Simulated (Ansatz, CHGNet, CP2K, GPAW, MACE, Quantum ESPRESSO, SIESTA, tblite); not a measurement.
**Running random rock-salt (Na, Li, K)Cl solid solution (64 atoms) with GPAW**

How do the settings of GPAW change the result for random rock-salt (Na, Li, K)Cl solid solution (64 atoms)? A plane-wave run serves as the yardstick.

Method: the method is named at each step, in GPAW 26.7.0.

## Step 1: The starting structure

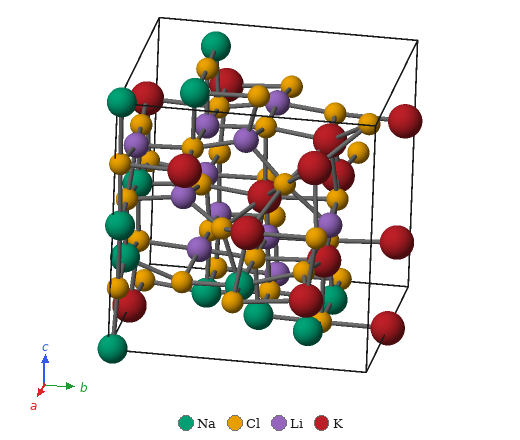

The starting structure, seen slightly off an axis (sodium teal, chlorine orange, lithium purple, potassium red). Some periodic images of atoms are drawn too.

The cell holds 64 atoms: 10 Na, 32 Cl, 11 Li and 11 K. Cell: a = 11.382 Å, b = 11.382 Å, c = 11.382 Å, α = 90.0°, β = 90.0°, γ = 90.0°. Rock-salt lattice (a = 5.691 Å, the mean of the end members), 2 x 2 x 2 cells, metal sites filled at random with 10 Na, 11 Li, 11 K; then minimised and run for 3 ps at 250 K (NVT) with a classical potential, last frame taken. Then every atom was moved at random, 0.05 Å r.m.s. a Cartesian component.

The yardstick, on the same geometry:

```
method                                           : Kohn-Sham DFT, PBE, PAW, plane waves (Ansatz 0.2.0); cutoff 420 eV, Γ point, fermi-dirac smearing of 0.05 eV; PAW set soft_2
r.m.s. force component                           : 0.2478 eV/Å
longest force                                    : 0.924 eV/Å
pressure                                         : 2.117 GPa
gap (highest filled to lowest empty level) : 3.941 eV
SCF cycles                                       : 7
time                                             : 13 s on 4 threads of Arm Neoverse V1, shared host
CPU time                                         : 51 s
```

## Step 2: PBE, LCAO dzp, h 0.2 Å

Method: Kohn-Sham DFT, PBE, PAW, atomic orbitals (dzp).

File run.py:

```python
import numpy as np
from ase.io import read
from gpaw import GPAW, FermiDirac

atoms = read("structure.xyz")
atoms.calc = GPAW(
    mode="lcao",
    basis="dzp",
    h=0.2,
    xc="PBE",
    kpts={"size": (1, 1, 1), "gamma": True},
    occupations=FermiDirac(0.05),
    maxiter=200,
    symmetry={"point_group": False},
    txt="gpaw.txt",
)
energy = atoms.get_potential_energy(force_consistent=True)
forces = atoms.get_forces()
print(f"energy {energy:.6f} eV")
print("forces (eV/A)")
for i, (a, f) in enumerate(zip(atoms, forces)):
    print(f"{i:4d} {a.symbol:2s} {f[0]:10.5f} {f[1]:10.5f} {f[2]:10.5f}")
print(f"Fermi level {atoms.calc.get_fermi_level():.4f} eV")
for k in range(len(atoms.calc.get_ibz_k_points())):
    for s in range(atoms.calc.get_number_of_spins()):
        e = atoms.calc.get_eigenvalues(kpt=k, spin=s)
        n = np.searchsorted(e, atoms.calc.get_fermi_level())
        print(f"k {k} spin {s} levels about the Fermi level:", np.round(e[max(n - 6, 0):n], 4).tolist(), "|", np.round(e[n:n + 6], 4).tolist())
```

File structure.xyz:

```xyz
64
Lattice="11.38200 0.00000 0.00000 0.00000 11.38200 0.00000 0.00000 0.00000 11.38200" Properties=species:S:1:pos:R:3 pbc="T T T"
Na 11.19909 0.17301 11.37711
Cl 2.58599 0.16242 0.15730
Li 0.49000 3.01828 2.75262
Cl 2.96774 3.01930 2.87088
K 2.74249 11.22584 2.98516
Cl 11.01436 0.27863 2.74010
Na 3.01282 2.98425 11.37767
Cl 0.13454 2.94043 0.14136
Na 11.20387 0.30003 5.69624
Cl 2.89900 0.21751 5.78513
K 11.35468 3.06790 8.53570
Cl 3.03103 3.22270 8.58977
K 2.91243 0.02686 8.66102
Cl 11.10872 0.19133 8.49666
Li 3.06529 2.76230 5.45118
Cl 0.43320 2.94077 5.55669
Li 0.19452 5.63455 0.12657
Cl 2.73794 5.70819 0.20692
K 11.24758 8.59432 3.01407
Cl 2.81318 8.20824 2.82342
Li 3.07644 5.56261 2.84459
Cl 0.00672 5.39484 2.69401
Na 2.75240 8.49040 0.08832
Cl 0.07808 8.40925 0.10528
K 11.12249 5.90202 5.84067
Cl 2.89592 5.46564 5.45790
K 10.40736 8.63063 8.84734
Cl 3.24740 8.37419 8.85394
Li 3.03706 5.79014 9.03367
Cl 0.39257 5.98932 8.88046
K 2.82843 8.51931 5.84682
Cl 11.36584 8.96856 5.96792
K 5.71889 0.02299 0.07307
Cl 8.70780 10.70557 10.47918
Li 5.65594 2.99096 2.91607
Cl 8.15315 2.65815 2.24157
Na 8.38649 0.14592 3.23203
Cl 5.68349 0.31904 3.07473
Na 8.58521 2.97856 11.16517
Cl 5.52687 3.02295 11.21537
Na 5.76965 0.18336 5.74825
Cl 8.52535 0.15400 5.97031
Li 5.65424 3.11241 8.63279
Cl 8.29725 2.92700 8.50782
Li 8.46263 0.47349 8.46992
Cl 5.87300 0.26361 8.48187
Li 7.93086 2.54115 6.10940
Cl 5.34146 2.91812 5.79845
Na 5.57456 5.68667 0.10517
Cl 8.61891 5.79105 11.27615
K 5.72583 8.49837 2.93849
Cl 8.45831 8.03911 3.30886
Na 8.49177 5.24972 2.42585
Cl 5.62840 5.43900 2.73498
Na 8.52637 8.32343 0.63136
Cl 5.59425 8.44783 0.04189
[... 4 atom lines left out ...]
Li 8.07416 5.22366 9.01022
Cl 5.63944 5.71661 8.80705
Li 8.40606 9.08602 5.55396
Cl 5.80619 8.99440 5.83168
```

Launch:

```console
$ OMP_NUM_THREADS=1 python run.py > output.txt
```

Output:

```text
energy -206.922335 eV
forces (eV/A)
   0 Na    0.18566   -0.10776   -0.08170
   1 Cl    0.05747   -0.20546   -0.18960
   2 Li   -0.11786    0.11622    0.22006
   3 Cl    0.13045   -0.12775   -0.10008
   4 K    -0.21243    0.22925   -0.08059
   5 Cl   -0.00368   -0.02665    0.19299
   6 Na   -0.65386   -0.05106    0.02848
   7 Cl   -0.35286    0.07798    0.17717
   8 Na    0.51424    0.20501    0.06397
   9 Cl   -0.03378    0.15906    0.03498
  10 K     0.40950    0.33310   -0.28240
  11 Cl    0.30199    0.01433    0.14321
  12 K    -0.31591    0.09835   -0.11749
  13 Cl   -0.07507   -0.07734   -0.05152
  14 Li   -0.67519    0.31526    0.10606
  15 Cl    0.15835   -0.53124   -0.35804
  16 Li    0.24633    0.07310   -0.04776
  17 Cl    0.12107   -0.00654    0.02599
  18 K     0.47657   -0.20822   -0.01782
  19 Cl    0.00954   -0.09709   -0.08572
  20 Li   -0.21203   -0.03923    0.22229
  21 Cl   -0.11121    0.14254   -0.34656
  22 Na    0.00666   -0.04258   -0.06605
  23 Cl   -0.31207    0.11937    0.40626
[...]
56 K    -0.05828    0.07967    0.00637
  57 Cl   -0.28465   -0.08220    0.04649
  58 K    -0.04254    0.03417   -0.21141
  59 Cl   -0.02090    0.16363    0.03581
  60 Li   -0.14276    0.64377   -0.40978
  61 Cl    0.18325   -0.58072    0.06370
  62 Li   -0.03567   -0.54972    0.29257
  63 Cl    0.45961   -0.17639   -0.28688
Fermi level 2.5623 eV
k 0 spin 0 levels about the Fermi level: [0.7003, 0.7919, 0.8714, 0.9661, 1.041, 1.1898] | [4.9081, 6.0764, 6.401, 6.6314, 6.7542, 6.8676]
```

gpaw.txt:

```text
Input parameters:
  mode=LCAO(),
  basis={'default': 'dzp'},
  h=0.2,
  kpts=MonkhorstPack(size=(1, 1, 1), gamma=True),
  maxiter=200,
  occupations=Occupations(name='fermi-dirac', width=0.05, fixmagmom=False),
  symmetry=Symmetry(point_group=False),
  xc=XC(name='PBE')
Unit cell  # Å
| periodic |         x |         y |         z |   lengths |    angles |
|----------|-----------|-----------|-----------|-----------|-----------|
|      yes | 11.382000 |  0.000000 |  0.000000 | 11.382000 | 90.000000 |
|      yes |  0.000000 | 11.382000 |  0.000000 | 11.382000 | 90.000000 |
|      yes |  0.000000 |  0.000000 | 11.382000 | 11.382000 | 90.000000 |
Number of symmetries: 1
Symmetry operations  # r_c * U_cc + t_c -> r_c
|   | kind |            matrix            |
|---|------|------------------------------|
| 0 |  E   |  1, 0, 0,  0, 1, 0,  0, 0, 1 |
BZ-sampling:
  Number of BZ points: 1
  Number of IBZ points: 1
  Monkhorst-Pack size: [1, 1, 1]
  Monkhorst-Pack shift: [0, 0, 0]
[... lines left out ...]
      Number of RI-basis functions 0
Reference energy: -628379.937065  # eV
eigensolver:
density mixing:
  MSR1-Mixer
occupation numbers:
  Fermi-Dirac:
    width: 0.0500  # eV
FastPoissonSolver using
    Stencil: 6*3+1=19 point O(h^6) finite-difference Laplacian
xc functional:
  name: PBE with 2 nearest neighbor stencil
interpolation: tri-quintic # 5. degree polynomial
Initialization done in: 11.533 s
convergence criteria:
- Maximum [total energy] change in last 3 cyles: 0.0005 eV / valence electron
- Maximum integral of absolute [dens]ity change: 0.0001 electrons / valence electron
- Maximum integral of absolute [eigenst]ate change: 4e-08 eV^2 / valence electron
maximum number of iterations: 200
SCF iterations
|iter     |      energy | eigst |  dens |
|---------|-------------|-------|-------|
|iter:   1| -207.943725 |      c|       |
|iter:   2| -207.659075 |      c| -1.42 |
|iter:   3| -206.834252 |      c| -1.45 |
|iter:   4| -206.916220 |      c| -1.99 |
|iter:   5| -206.922287c|      c| -2.58 |
|iter:   6| -206.922326c|      c| -3.48 |
|iter:   7| -206.922333c|      c| -3.99 |
|iter:   8| -206.922335c|      c| -4.45c|
Converged in 8 steps
SCF loop duration: 200.257 s (25.032 s/step)
Energy contributions relative to reference atoms: (reference = -628379.937065)
Energy contributions:
  Kinetic:         431.519220
  Coulomb:        -406.990933
  Zero:              4.531710
  External:          0.000000
  Xc:             -235.982332
  Entropy:          -0.000000
  Spinorbit:         0.000000
  ----------------------------
  Free energy:    -206.922335
  Extrapolated:   -206.922335
dipole moment: (50.416885, -279.526346, -138.265958)  # |e|*Ang
Fermi level: 2.562
Eigenvalues  # (at kpt = [0.000, 0.000, 0.000])
| band index |      eig [eV] | occ [0-2] |
|------------|---------------|-----------|
|          0 |       -27.704 |     2.000 |
|        ... |               |           |
|        194 |         0.589 |     2.000 |
|        195 |         0.664 |     2.000 |
[...]
|        209 |         7.312 |     0.000 |
|        ... |               |           |
|        246 |         9.661 |     0.000 |
Gap: 3.718 eV
Transition (v -> c):
  (s=0, k=0, n=201, [0.00, 0.00, 0.00]) -> (s=0, k=0, n=202, [0.00, 0.00, 0.00])
No difference between direct/indirect transitions
Force computation time: 64.338  # s
timing:  # [seconds]
  Total:  276.158  # ━━━━━━━━━━━━━━━━━━━━━━━━━━━━━━━━━━━━━━━━━━━━━━━━━━━━━━━━
  Init:    11.532  # ━━╸
  SCF:    200.257  # ━━━━━━━━━━━━━━━━━━━━━━━━━━━━━━━━━━━━━━━━╸
  Forces:  64.338  # ━━━━━━━━━━━━━
```

Run time: 4.6 min. Hardware: 1 thread of Arm Neoverse V1, shared host; peak memory 1.6 GiB.

Banners, paths, timers and routine set-up lines are dropped from the logs unmarked, and long logs keep their key lines alone; longer cuts are marked.

Compared with the plane-wave run:

```yaml
r_m_s_force_component: 0.2732 eV/Å
r_m_s_difference_of_force_components: 41.89 meV/Å
longest_difference_of_force_vectors: 182.7 meV/Å
force_difference_over_r_m_s_force: 16.91 %
slope_of_forces_against_the_reference_s: 1.093
correlation_of_force_components: 0.9918
spacing_of_highest_filled_and_lowest_empty_level: 3.718 eV
gap_difference: -0.2231 eV
```

Length of the force difference by element (eV/Å):

| element | atoms | mean | most |
| --- | --- | --- | --- |
| Cl | 32 | 0.079 | 0.18 |
| K | 11 | 0.059 | 0.085 |
| Li | 11 | 0.052 | 0.11 |
| Na | 10 | 0.035 | 0.066 |

Levels nearest the highest filled one (eV from it): -0.49, -0.40, -0.32, -0.22, -0.15, 0.00, 3.72, 4.89, 5.21, 5.44, 5.56, 5.68.

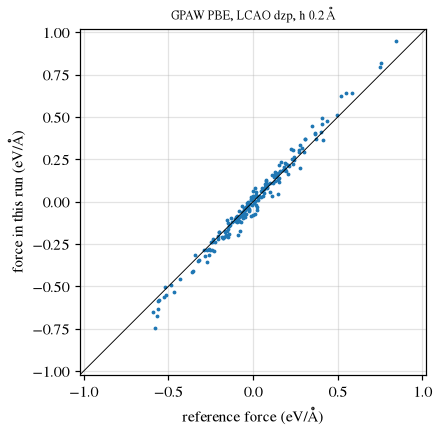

Force components against those of the reference; the line marks equality.

Local excerpt of 10 atoms (numbers count through the whole input) about Na55, which has 5 bonded neighbours where the commonest count for Na is 6; x, y, z are measured from there.

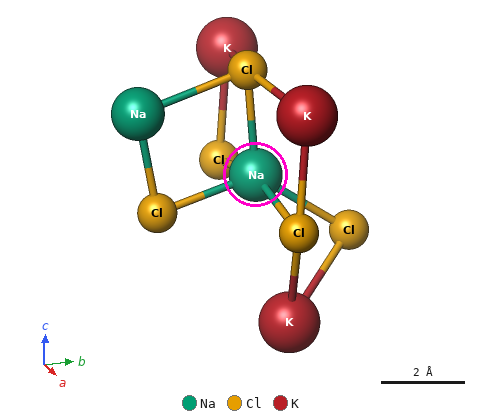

The atoms of the table, within 3.7 Å (arrows a, b, c point along x, y, z); some may hide others; the central atom is ringed.

| atom | x | y | z | distance (Å) | bonds | Fx | Fy | Fz (eV/Å) |
| --- | --- | --- | --- | --- | --- | --- | --- | --- |
| Na55 | 0.00 | 0.00 | 0.00 | 0.00 | 5 | 0.11 | 0.21 | -0.28 |
| Cl50 | 0.09 | -2.53 | -0.74 | 2.64 | 6 | -0.05 | -0.12 | -0.51 |
| Cl52 | -0.07 | -0.28 | 2.68 | 2.69 | 5 | 0.19 | 0.29 | 0.13 |
| Cl34 | 0.18 | 2.38 | -1.53 | 2.84 | 5 | -0.49 | -0.21 | 0.64 |
| Cl24 | 2.93 | 0.09 | -0.53 | 2.98 | 6 | -0.31 | 0.12 | 0.41 |
| Cl56 | -2.93 | 0.12 | -0.59 | 2.99 | 6 | 0.37 | -0.20 | 0.62 |
| Na53 | -0.03 | -3.07 | 1.79 | 3.56 | 6 | 0.21 | -0.12 | 0.82 |
| K19 | 2.72 | 0.27 | 2.38 | 3.63 | 6 | 0.48 | -0.21 | -0.02 |
| K51 | -2.80 | 0.17 | 2.31 | 3.63 | 6 | -0.63 | 0.10 | 0.09 |
| K27 | 1.88 | 0.31 | -3.17 | 3.70 | 6 | 0.37 | 0.06 | -0.32 |

Atoms are counted from 1 here, from 0 in the log.

Forces lie 17 % from the reference's, at 5.4 times its CPU time (on 1 against 4 cores).

## Step 3: PBE, LCAO dzp, h 0.16 Å

Method: Kohn-Sham DFT, PBE, PAW, atomic orbitals (dzp).

run.py, as its differences from that of step 2:

```diff
@@ -8,3 +8,3 @@
     basis="dzp",
-    h=0.2,
+    h=0.16,
     xc="PBE",
```

structure.xyz is that of step 2.

Output:

```text
energy -208.833796 eV
forces (eV/A)
   0 Na    0.18581   -0.10726   -0.08308
   1 Cl    0.05761   -0.17488   -0.17033
   2 Li   -0.12429    0.11840    0.22950
   3 Cl    0.09912   -0.09948   -0.09677
   4 K    -0.22193    0.22814   -0.08784
   5 Cl   -0.07716   -0.04083    0.23518
   6 Na   -0.65235   -0.05119    0.02927
   7 Cl   -0.35094    0.07995    0.17639
   8 Na    0.51496    0.20623    0.06387
   9 Cl   -0.03557    0.16832    0.02992
  10 K     0.40087    0.32993   -0.28335
  11 Cl    0.32680   -0.00167    0.12555
  12 K    -0.33209    0.10123   -0.10879
  13 Cl   -0.02976   -0.12134   -0.05125
  14 Li   -0.67957    0.32087    0.11540
  15 Cl    0.14512   -0.50499   -0.35497
  16 Li    0.25195    0.08391   -0.04301
  17 Cl    0.14167   -0.01789    0.00183
  18 K     0.49210   -0.20767    0.00223
  19 Cl   -0.00586   -0.11481   -0.06903
  20 Li   -0.21895   -0.03787    0.22709
  21 Cl   -0.10960    0.17547   -0.36648
  22 Na    0.00720   -0.04230   -0.06563
  23 Cl   -0.35435    0.08390    0.40419
[...]
56 K    -0.06550    0.05523    0.01160
  57 Cl   -0.28936   -0.07888    0.09471
  58 K    -0.03758    0.03927   -0.21317
  59 Cl   -0.01620    0.18767    0.07528
  60 Li   -0.14437    0.63772   -0.40766
  61 Cl    0.17011   -0.62878    0.02946
  62 Li   -0.03820   -0.55841    0.29580
  63 Cl    0.47623   -0.21304   -0.27186
Fermi level 2.5608 eV
k 0 spin 0 levels about the Fermi level: [0.7, 0.7918, 0.871, 0.9659, 1.0411, 1.1897] | [4.9078, 6.0762, 6.4005, 6.6311, 6.7541, 6.867]
```

gpaw.txt:

```text
Input parameters:
  mode=LCAO(),
  basis={'default': 'dzp'},
  h=0.16,
  kpts=MonkhorstPack(size=(1, 1, 1), gamma=True),
  maxiter=200,
  occupations=Occupations(name='fermi-dirac', width=0.05, fixmagmom=False),
  symmetry=Symmetry(point_group=False),
  xc=XC(name='PBE')
Unit cell  # Å
| periodic |         x |         y |         z |   lengths |    angles |
[... lines left out ...]
  Fermi-Dirac:
[... lines left out ...]
convergence criteria:
- Maximum [total energy] change in last 3 cyles: 0.0005 eV / valence electron
[... lines left out ...]
Converged in 8 steps
[... lines left out ...]
  Free energy:    -208.833796
  Extrapolated:   -208.833796
dipole moment: (50.373149, -279.339953, -138.246045)  # |e|*Ang
Fermi level: 2.561
Eigenvalues  # (at kpt = [0.000, 0.000, 0.000])
| band index |      eig [eV] | occ [0-2] |
|------------|---------------|-----------|
|          0 |       -27.702 |     2.000 |
|        ... |               |           |
|        194 |         0.589 |     2.000 |
|        195 |         0.664 |     2.000 |
[...]
|        209 |         7.312 |     0.000 |
|        ... |               |           |
|        246 |         9.661 |     0.000 |
Gap: 3.718 eV
Transition (v -> c):
  (s=0, k=0, n=201, [0.00, 0.00, 0.00]) -> (s=0, k=0, n=202, [0.00, 0.00, 0.00])
No difference between direct/indirect transitions
Force computation time: 133.613  # s
timing:  # [seconds]
  Total:  561.763  # ━━━━━━━━━━━━━━━━━━━━━━━━━━━━━━━━━━━━━━━━━━━━━━━━━━━━━━━━
  Init:    16.583  # ━╸
  SCF:    411.531  # ━━━━━━━━━━━━━━━━━━━━━━━━━━━━━━━━━━━━━━━━━
  Forces: 133.613  # ━━━━━━━━━━━━━╸
```

Wall time 9.4 min (1 thread); peak memory 3.2 GiB.

Compared with the plane-wave run:

```yaml
r_m_s_force_component: 0.2732 eV/Å
r_m_s_difference_of_force_components: 40.61 meV/Å
longest_difference_of_force_vectors: 148.6 meV/Å
force_difference_over_r_m_s_force: 16.39 %
slope_of_forces_against_the_reference_s: 1.094
correlation_of_force_components: 0.9926
spacing_of_highest_filled_and_lowest_empty_level: 3.718 eV
gap_difference: -0.2233 eV
energy_less_the_same_level_run_s: -29.87 meV/atom
r_m_s_force_difference_from_the_same_level_run: 18.77 meV/Å
```

Against the first run (17 %), the force difference from the reference is 16 %, at 2.0 times the CPU time.

(Continued in part 2 of 2.)

[Also dropped from logs without a mark: logging warnings of Python, and SIESTA's first energy breakdown and zero terms.]

[Logs are printed without paths, hosts, clocks, repeated set-up lines and the standing remarks that a program may print on its own settings, such as how far it seeks lower states.]

[Hosts, paths, dates, database ids (printed as entryN), source tags and the programs' standing remarks are cut or masked in the printed files.]
